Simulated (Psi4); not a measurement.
# BH2Cl (SMILES [H]B([H])Cl) at M06-2X/6-31G(d) (density fitting with cc-pvtz-jkfit, spherical functions, sweep point 4)

What is the vertical ionisation energy of BH2Cl at M06-2X/6-31G* (density fitting with cc-pvtz-jkfit, spherical functions, sweep point 4)? 

The calculation is run with Psi4 1.11.

2 further runs of the same task are left out: 2 set aside as unsound or not needed.

### Step 1. The system as given

BH2Cl: 4 atoms, total charge 0, spin state singlet. As SMILES, `[H]B([H])Cl`. Geometry: relaxed at GFN2-xTB.

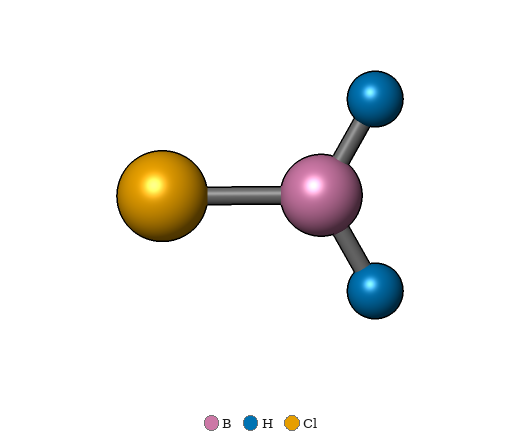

Viewed from a chosen angle; boron pink, hydrogen blue, chlorine amber.

### Step 2. The energy at M06-2X/6-31G(d) (density fitting with cc-pvtz-jkfit, spherical functions, sweep point 4)

The input, job.inp:

```
memory 1600 MB

molecule system {
  B      0.069310     0.114420    -0.000410
  H      1.240090     0.070720     0.015540
  H     -0.512130     1.131590    -0.018950
  Cl    -0.797280    -1.316740     0.003830
  symmetry c1
}

set {
  puream true
  scf_type df
  dft_radial_points 99
  dft_spherical_points 590
  df_basis_scf cc-pvtz-jkfit
}

energy("m06-2x/6-31G*")
print_variables()
```

Launch:

```bash
$ psi4 -n 1 job.inp job.out
```

job.out:

```text
[...]
  Running in c1 symmetry.
[...]
  Nuclear repulsion =   38.958045577157094
[...]
  Multiplicity = 1
[...]
  Nalpha       = 12
  Nbeta        = 12
[...]
    Number of basis functions: 36
[...]
   @DF-RKS iter   1:  -486.19423586474721   -2.79343e-01   3.68807e-03 ADIIS/DIIS
[...]
   @DF-RKS iter   7:  -486.20813588764423   -3.65648e-08   8.39718e-07 DIIS
[...]
    Orbital Energies [Eh]
    ---------------------
    Doubly Occupied:
       1A   -102.651946     2A     -9.819426     3A     -7.539167
       4A     -7.536731     5A     -7.534391     6A     -7.089535
       7A     -0.956187     8A     -0.597093     9A     -0.480106
      10A     -0.466546    11A     -0.425686    12A     -0.360449
[...]
  @DF-RKS Final Energy:  -486.20813588764423
   => Energetics <=
    Nuclear Repulsion Energy =             38.9580455771570939
    One-Electron Energy =                -746.7289971476325263
    Two-Electron Energy =                 237.2444074289404341
    DFT Exchange-Correlation Energy =     -15.6815917461092784
    Empirical Dispersion Energy =           0.0000000000000000
    VV10 Nonlocal Energy =                  0.0000000000000000
    Total Energy =                       -486.2081358876442323
[...]
 Multipole Moments:
 ------------------------------------------------------------------------------------
     Multipole            Electronic (a.u.)      Nuclear  (a.u.)        Total (a.u.)
 ------------------------------------------------------------------------------------
 L = 1.  Multiply by 2.5417464519 to convert [e a0] to [Debye]
 Dipole X            :         -1.2376287            1.3494151            0.1117864
 Dipole Y            :         -2.0441645            2.2287107            0.1845462
 Dipole Z            :          0.0057117           -0.0063272           -0.0006155
 Magnitude           :                                                    0.2157635
[...]
```

Wall time 4.2 s (1 thread of AMD EPYC 9R45 (Zen 5), shared host); peak memory 0.75 GiB.

### Step 3. The doublet cation at the same level

The input, input.dat:

```
memory 1.6 GB

molecule {
  1 2
  B      0.069310     0.114420    -0.000410
  H      1.240090     0.070720     0.015540
  H     -0.512130     1.131590    -0.018950
  Cl    -0.797280    -1.316740     0.003830
  symmetry c1
}

set {
  reference uks
  puream true
  scf_type df
  dft_radial_points 99
  dft_spherical_points 590
  df_basis_scf cc-pvtz-jkfit
  maxiter 150
}

E, wfn = energy('m06-2x/6-31G*', return_wfn=True)
print_variables()
```

Launch:

```bash
$ psi4 -n 1 input.dat output.dat
```

output.dat:

```text
[...]
  Running in c1 symmetry.
[...]
  Nuclear repulsion =   38.958045577157094
[...]
  Multiplicity = 2
[...]
  Nalpha       = 12
  Nbeta        = 11
[...]
    Number of basis functions: 36
[...]
   @DF-UKS iter   1:  -485.77154295218435    1.43350e-01   3.70462e-03 ADIIS/DIIS
[...]
   @DF-UKS iter   9:  -485.78648585118850   -2.90834e-08   5.06970e-07 DIIS
[...]
   @S^2 Observed:                7.555993790E-01
[...]
    Orbital Energies [Eh]
    ---------------------
    Alpha Occupied:
       1A   -103.013283     2A    -10.173558     3A     -7.901316
       4A     -7.890881     5A     -7.887904     6A     -7.395060
       7A     -1.293459     8A     -0.908522     9A     -0.805211
      10A     -0.778184    11A     -0.738554    12A     -0.692153
    Alpha Virtual:
      13A     -0.286329    14A     -0.108112    15A     -0.035373
      16A     -0.021501    17A      0.090903    18A      0.172128
      19A      0.172218    20A      0.195031    21A      0.233763
      22A      0.249645    23A      0.271799    24A      0.460522
      25A      0.515735    26A      0.561255    27A      0.568386
[...]
  @DF-UKS Final Energy:  -485.78648585118850
   => Energetics <=
    Nuclear Repulsion Energy =             38.9580455771570939
    One-Electron Energy =                -738.8881432133880480
    Two-Electron Energy =                 229.6440209723709245
    DFT Exchange-Correlation Energy =     -15.5004091873284846
    Empirical Dispersion Energy =           0.0000000000000000
    VV10 Nonlocal Energy =                  0.0000000000000000
    Total Energy =                       -485.7864858511885018
[...]
 Multipole Moments:
 ------------------------------------------------------------------------------------
     Multipole            Electronic (a.u.)      Nuclear  (a.u.)        Total (a.u.)
 ------------------------------------------------------------------------------------
 L = 1.  Multiply by 2.5417464519 to convert [e a0] to [Debye]
 Dipole X            :         -0.8039584            1.3494151            0.5454567
 Dipole Y            :         -1.3277958            2.2287107            0.9009149
 Dipole Z            :          0.0036558           -0.0063272           -0.0026715
 Magnitude           :                                                    1.0531751
[...]
```

It took 6.9 s on 1 thread of AMD EPYC 9R45 (Zen 5), shared host; peak memory 0.74 GiB.

### Step 4. Results

At M06-2X/6-31G* (density fitting with cc-pvtz-jkfit, spherical functions, sweep point 4):

| quantity | value |
| --- | --- |
| singlet BH2Cl: total energy | -486.20814 Eh |
| singlet BH2Cl: dipole moment | 0.55 D |
| singlet BH2Cl: HOMO energy | -9.81 eV |
| singlet BH2Cl: LUMO energy | -0.38 eV |
| singlet BH2Cl: HOMO–LUMO gap | 9.43 eV |
| doublet cation: total energy | -485.78649 Eh |
| doublet cation: HOMO energy (highest over α and β) | -18.83 eV |
| doublet cation: LUMO energy (lowest over α and β) | -13.20 eV |
| doublet cation: ⟨S²⟩ | 0.756 |
| vertical ionisation energy (to the doublet cation) | 11.474 eV |

Removing an electron at fixed nuclei costs 11.47 eV (265 kcal/mol). −ε(HOMO) before ionisation, 9.81 eV, is 1.67 eV below this ionisation energy.
